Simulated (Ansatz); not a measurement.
**C₂H₄BFO: basis-set convergence**

How large a basis does C₂H₄BFO need? Two functionals are run in growing sets.

Computed with Ansatz 0.2.0, Gaussian basis. Level: one geometry, several basis sets.

The runs, in order: PBE0-D4/def2-SVP; ωB97M-V/def2-SVP; PBE0-D4/def2-QZVPP; ωB97M-V/def2-QZVPP; the functionals' def2-TZVPP values are taken from earlier runs.

## Step 1: Structure used throughout

All runs share one geometry, relaxed beforehand with PBE0-D4 in a triple-zeta def2 set.

SMILES `C=C(F)BO`, 9 atoms, charge 0, spin multiplicity 1.

Atoms are counted from 1 here; the program's logs count them from 0.

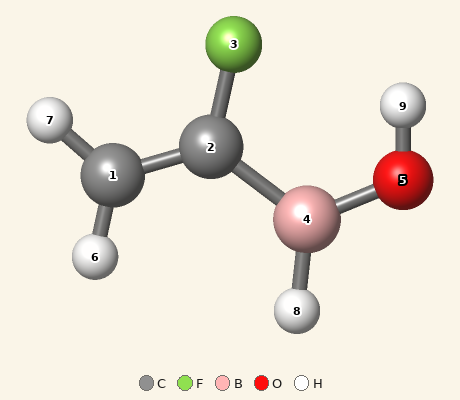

The structure; carbon grey, fluorine green, boron pink, oxygen red, hydrogen white; atoms are numbered from 1 in the order of the file.

## Step 2: PBE0-D4 in def2-SVP

Contents of in.yaml:

```yaml
crystal:
  periodic: [false, false, false]
  atoms:
    - {symbol: C, position_ang: [-1.169433, 0.333275, 0.990780]}
    - {symbol: C, position_ang: [0.006548, 0.240783, 0.386102]}
    - {symbol: F, position_ang: [1.081325, 0.862917, 0.944724]}
    - {symbol: B, position_ang: [0.311563, -0.523888, -0.935631]}
    - {symbol: O, position_ang: [1.559105, -0.536453, -1.442312]}
    - {symbol: H, position_ang: [-2.021565, -0.162031, 0.544705]}
    - {symbol: H, position_ang: [-1.307936, 0.885395, 1.913010]}
    - {symbol: H, position_ang: [-0.551616, -1.109039, -1.518534]}
    - {symbol: H, position_ang: [2.180511, -0.037360, -0.899944]}
basis:
  gaussian: {orbitals: def2-SVP}
hamiltonian: {xc: pbe0, dispersion: d4}
output: {orbitals: {seedname: orbitals}}
```

The run is started by

```console
> ansatz run in.yaml --threads 2 --pin off --events-out ev --progress --plain --max-ram 4352MiB
```

Standard output:

```text
Functional definition: PBE0
  name "PBE0"
  cite "Adamo & Barone, J. Chem. Phys. 110, 6158 (1999) doi:10.1063/1.478522"
  cite "Perdew, Burke & Ernzerhof, Phys. Rev. Lett. 77, 3865 (1996) doi:10.1103/PhysRevLett.77.3865"
  parent pbe
  parameter a = 0.25
  parameter kappa = 0.804
  parameter beta = 0.06672455060314922
  exchange = (1 - a)*pbe_x(kappa = kappa, mu = beta*pi^2/3) + a*exact_x
  correlation = pbe_c(beta = beta)
993 factors; their error is unknown
mean field evaluation 1: about -7561.0098 eV, gradient 4.9e1 eV
mean field evaluation 2: about -7558.1570 eV, gradient 6.3e1 eV
mean field evaluation 4: about -7565.9420 eV, gradient 1.5e0 eV
mean field evaluation 8: about -7565.9410 eV, gradient 5.7e-2 eV
mean field evaluation 16: about -7565.9410 eV, gradient 6.2e-5 eV
mean field -7565.94102196 eV, -278.0432041781 hartree, gradient 6.2e-5 eV, S^2 0.000000; 0 other end points of the search recorded, 0 dependent functions left out
reference -7565.94104448 eV, -278.0432050057 hartree; 19, 19 occupied and 71, 71 virtual orbitals, 993 factors
Total energy: -7566.05745797 eV, -278.0474831224 hartree
```

Run time: 1.1 s. Hardware: 2 threads of Arm Neoverse V2, shared host.

## Step 3: ωB97M-V in def2-SVP

Edit in.yaml of step 2 so:

```diff
@@ -14,3 +14,3 @@
   gaussian: {orbitals: def2-SVP}
-hamiltonian: {xc: pbe0, dispersion: d4}
+hamiltonian: {xc: {name: wB97M-V}}
 output: {orbitals: {seedname: orbitals}}
```

Same command.

Standard output, shortened:

```text
Functional definition: wB97M-V
  name "wB97M-V"
  cite "Mardirossian & Head-Gordon, J. Chem. Phys. 144, 214110 (2016) doi:10.1063/1.4952647"
  cite "Becke, J. Chem. Phys. 107, 8554 (1997) doi:10.1063/1.475007"
  cite "Vydrov & Van Voorhis, J. Chem. Phys. 133, 244103 (2010) doi:10.1063/1.3521275"
  # Of w^i u^j: cxij and so on, Table III.
[...]
  gx(w, u) = 1 - cx + cx01*u + cx10*w
  gss(w, u) = css00 + css04*u^4 + css10*w + css20*w^2 + css43*w^4*u^3
  gos(w, u) = cos00 + cos10*w + (cos20 + cos21*u)*w^2 + (cos60 + cos61*u)*w^6
[...]
      + integral(e_c_pw_mod_opposite_spin*gos(b97_w_opposite, b97_u_opposite)) + vv10(b, c)
993 factors; their error is unknown
230 factors; integrals over basis functions are off by at most 1.2e-5 eV
[...]
mean field -7571.52721535 eV, -278.2484929987 hartree, gradient 3.7e-5 eV, S^2 0.000000; 0 other end points of the search recorded, 0 dependent functions left out
reference -7571.52725142 eV, -278.2484943240 hartree; 19, 19 occupied and 71, 71 virtual orbitals, 993 factors
Total energy: -7571.52725142 eV, -278.2484943240 hartree
```

Wall time 4.7 s (2 threads of Arm Neoverse V2, shared host).

## Step 4: PBE0-D4 in def2-QZVPP

Edit in.yaml of step 3 so:

```diff
@@ -13,4 +13,4 @@
 basis:
-  gaussian: {orbitals: def2-SVP}
-hamiltonian: {xc: {name: wB97M-V}}
+  gaussian: {orbitals: "def2-QZVPP.json"}
+hamiltonian: {xc: pbe0, dispersion: d4}
 output: {orbitals: {seedname: orbitals}}
```

Same command.

Standard output:

```text
Functional definition: PBE0
  name "PBE0"
  cite "Adamo & Barone, J. Chem. Phys. 110, 6158 (1999) doi:10.1063/1.478522"
  cite "Perdew, Burke & Ernzerhof, Phys. Rev. Lett. 77, 3865 (1996) doi:10.1103/PhysRevLett.77.3865"
  parent pbe
  parameter a = 0.25
  parameter kappa = 0.804
  parameter beta = 0.06672455060314922
  exchange = (1 - a)*pbe_x(kappa = kappa, mu = beta*pi^2/3) + a*exact_x
  correlation = pbe_c(beta = beta)
1156 factors; their error is unknown
mean field evaluation 1: about -7568.1333 eV, gradient 6.2e1 eV
mean field evaluation 2: about -7564.1864 eV, gradient 7.7e1 eV
mean field evaluation 4: about -7575.2390 eV, gradient 2.7e0 eV
mean field evaluation 8: about -7575.2496 eV, gradient 1.2e-1 eV
mean field evaluation 16: about -7575.2534 eV, gradient 1.7e-4 eV
mean field -7575.25344013 eV, -278.3854292337 hartree, gradient 4.0e-5 eV, S^2 0.000000; 0 other end points of the search recorded, 0 dependent functions left out
reference -7575.25347420 eV, -278.3854304858 hartree; 19, 19 occupied and 386, 386 virtual orbitals, 1156 factors
Total energy: -7575.36988769 eV, -278.3897086025 hartree
```

Run time: 7.5 s. Hardware: 2 threads of Arm Neoverse V2, shared host; peak memory 1 GiB.

## Step 5: ωB97M-V in def2-QZVPP

Edit in.yaml of step 4 so:

```diff
@@ -14,3 +14,3 @@
   gaussian: {orbitals: "def2-QZVPP.json"}
-hamiltonian: {xc: pbe0, dispersion: d4}
+hamiltonian: {xc: {name: wB97M-V}}
 output: {orbitals: {seedname: orbitals}}
```

Same command.

Standard output, shortened:

```text
Functional definition: wB97M-V
  name "wB97M-V"
  cite "Mardirossian & Head-Gordon, J. Chem. Phys. 144, 214110 (2016) doi:10.1063/1.4952647"
  cite "Becke, J. Chem. Phys. 107, 8554 (1997) doi:10.1063/1.475007"
  cite "Vydrov & Van Voorhis, J. Chem. Phys. 133, 244103 (2010) doi:10.1063/1.3521275"
  # Of w^i u^j: cxij and so on, Table III.
[...]
  gx(w, u) = 1 - cx + cx01*u + cx10*w
  gss(w, u) = css00 + css04*u^4 + css10*w + css20*w^2 + css43*w^4*u^3
  gos(w, u) = cos00 + cos10*w + (cos20 + cos21*u)*w^2 + (cos60 + cos61*u)*w^6
[...]
      + integral(e_c_pw_mod_opposite_spin*gos(b97_w_opposite, b97_u_opposite)) + vv10(b, c)
1156 factors; their error is unknown
310 factors; integrals over basis functions are off by at most 1.2e-5 eV
[...]
mean field -7581.10417316 eV, -278.6004397068 hartree, gradient 1.9e-5 eV, S^2 0.000000; 0 other end points of the search recorded, 0 dependent functions left out
reference -7581.10422875 eV, -278.6004417497 hartree; 19, 19 occupied and 386, 386 virtual orbitals, 1156 factors
Total energy: -7581.10422875 eV, -278.6004417497 hartree
```

It took 20 s on 2 threads of Arm Neoverse V2, shared host; peak memory 1.2 GiB.

## Step 6: Functionals by basis

The def2-TZVPP values come from earlier runs at the same geometry.

| functional | basis | functions | energy (eV) | from the largest (eV) | HOMO (eV) | LUMO (eV) |
| --- | --- | --- | --- | --- | --- | --- |
| PBE0-D4 | def2-SVP | 90 | -7566.0575 | 9.312 | -7.91 | -1.25 |
| PBE0-D4 | def2-TZVPP | 211 | -7574.9537 | 0.416 | -8.04 | -1.41 |
| PBE0-D4 | def2-QZVPP | 405 | -7575.3699 | 0.000 | -8.07 | -1.45 |
| ωB97M-V | def2-SVP | 90 | -7571.5273 | 9.577 | -10.13 | 0.93 |
| ωB97M-V | def2-TZVPP | 211 | -7580.7089 | 0.395 | -10.28 | 0.70 |
| ωB97M-V | def2-QZVPP | 405 | -7581.1042 | 0.000 | -10.31 | 0.62 |

## Step 7: Results

| quantity | value |
| --- | --- |
| PBE0-D4: double and triple zeta above quadruple | 9.31, 0.42 eV |
| ωB97M-V: double and triple zeta above quadruple | 9.58, 0.40 eV |

**Reading.** PBE0-D4 gains 8.90 eV from double to triple zeta, then 0.42 eV more. Total energies overstate the basis error of differences, where much of it tends to cancel.

For PBE0-D4 the largest set took about 7 times as long as the smallest (7.5 s against 1.1 s).
